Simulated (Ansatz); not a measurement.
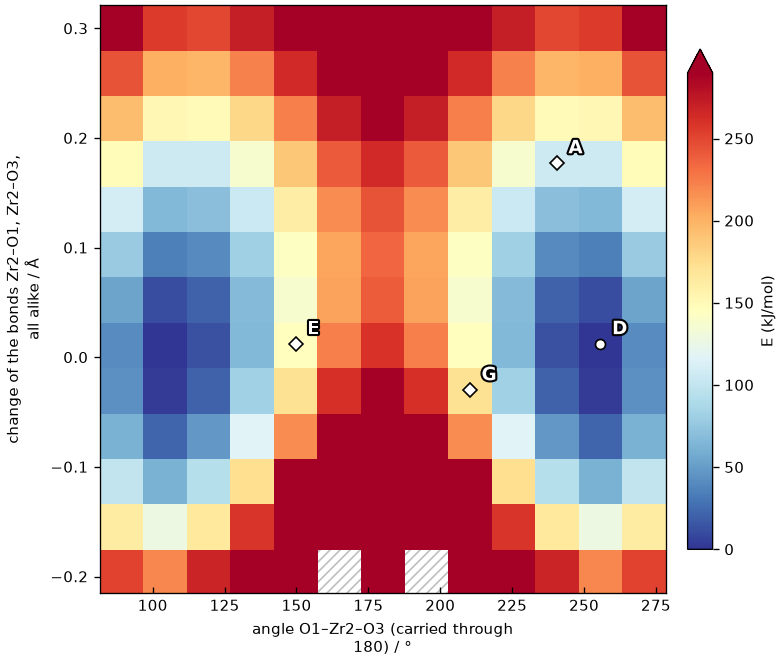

O₂Zr, SMILES [O]=[Zr]=[O]. First axis: angle O1–Zr2–O3 (carried through 180). Second axis: change of the bonds Zr2–O1, Zr2–O3, all alike. Nothing is relaxed (all other coordinates rigid). The grid has 13 × 13 points; 90 points were computed and 77 follow by symmetry. At 2 points there is no value. Points are written as (first, second). Energies: kJ/mol, counted from the lowest grid point. The calculation used RKS r2SCAN-D4/def2-TZVP (Ansatz 0.2.0).

Drawn: one coloured cell a grid point, one colour for all values above the top of the scale, hatched blanks where no value was computed, lettered points.

Question: Is A the lowest point of the computed grid?

Answer: No. A lies 106 kJ/mol above the lowest grid point, which is at (104.3°, 0.012 Å).

Question: Rank the lettered points by energy, lowest first.

Answer: D (0 kJ/mol), A (106 kJ/mol), E (145 kJ/mol), G (172 kJ/mol).
